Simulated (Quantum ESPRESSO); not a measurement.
Consider GdAl (Pm-3m).

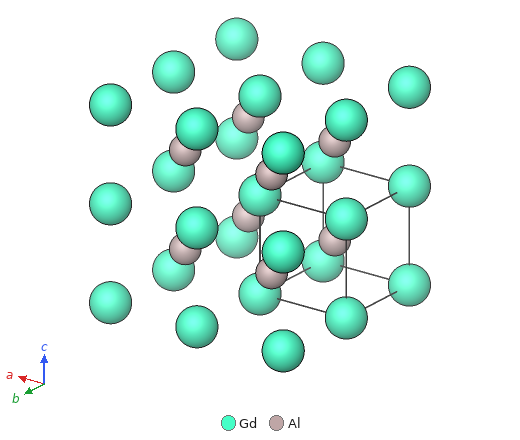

The structure (gadolinium teal, aluminium light grey). 2×2×2 cells are drawn. Some periodic images of atoms are drawn too.

```
Gd Al
1.0
     3.62796    0.00000    0.00000
     0.00000    3.62796    0.00000
     0.00000    0.00000    3.62796
Gd Al
1 1
Direct
  0.00000 0.00000 0.00000
  0.50000 0.50000 0.50000
```

Absorber: atom 2, with 8 Gd at 3.14 Å and 6 Al at 3.63 Å (cube and octahedron, as in bcc, site symmetry m-3m). Method: Quantum ESPRESSO XSpectra, LDA, excited-electron core hole (neutral cell), 8-atom cell with 6.3 Å between holes, 6×6×6 k points, dipole transitions, Lorentzian half width 0.3 eV up to 4 eV, rising linearly to 2.5 eV at 25 eV, without spin-orbit coupling.

**Question.** Predict the near-edge structure at the Al K edge.

Main maxima up to 24 eV above the zero (height): 0.5 eV (1.39), 6.4 eV (1.67) and 18.3 eV (1.04). A K edge sees empty p states on the absorber. The total-energy difference is 1563.27 eV. One term is added: -13.88 eV, since the hole is spin-paired here and a spin-polarised one costs that much less in the free atom (computed apart). The photon energy is then 1549.39 eV. The tabulated edge of the element is 1559 eV. The functional leaves an error in such absolute values: in the free atom LDA prices this hole 7.2 eV below PBE (computed apart), and PBE is itself good to a few eV.

The Al K spectrum (energy from the energy zero of the input (xe0, at the border of filled and empty states); intensity scaled to a mean of 1 over the first 20 eV; the points at xe0, where the cut of filled states can leave a spike, are interpolated):

```
E (eV)  intensity
  -2.0       0.05
  -0.5       0.21
   1.0       1.23
   2.5       0.47
   4.0       0.89
   5.5       1.53
   7.0       1.61
   8.5       1.10
  10.0       0.99
  11.5       0.85
  13.0       0.77
  14.5       0.74
  16.0       0.86
  17.5       1.03
  19.0       1.04
  20.5       1.00
  22.0       0.96
  23.5       0.93
  25.0       0.90
  26.5       0.85
  28.0       0.79
  29.5       0.78
  31.0       0.80
```

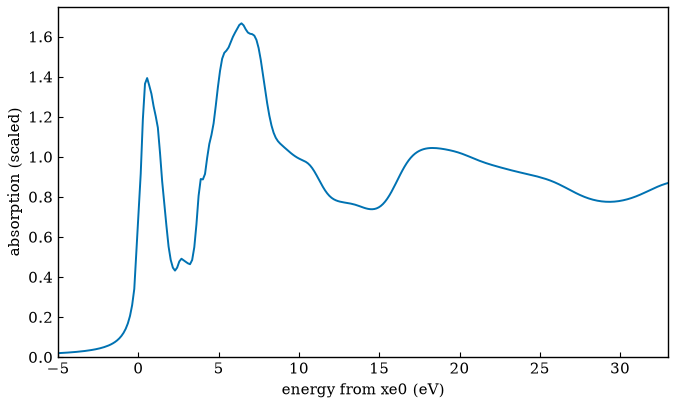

The Al K edge.

The run has no spin polarisation, although Gd can carry a moment. Lanthanide 4f electrons are frozen in the core. The holes are only 6.3 Å apart, so the shape is probably not converged with cell size; no larger cell was run here. Lifetime broadening is put in by hand, and intensities beyond about 20 eV depend on it and on the partial waves. The structure is a computed Materials Project entry and may be a hypothetical form.

[Banner, clock and machine lines of the logs are left out without a mark of their own.]

[Logs are printed without paths, hosts, clocks, repeated set-up lines and the standing remarks that a program may print on its own settings, such as how far it seeks lower states.]

[Hosts, paths, dates, database ids (printed as entryN), source tags and the programs' standing remarks are cut or masked in the printed files.]

[Lists of maxima count a maximum above −3 eV only where it reaches 4 % of the highest in the window and stands out from its surroundings by 2 % of it (1.5 % where it reaches 55 %); shoulders and weaker maxima are passed over, and of the rest the first, up to two pre-edge ones and the few strongest are named.]
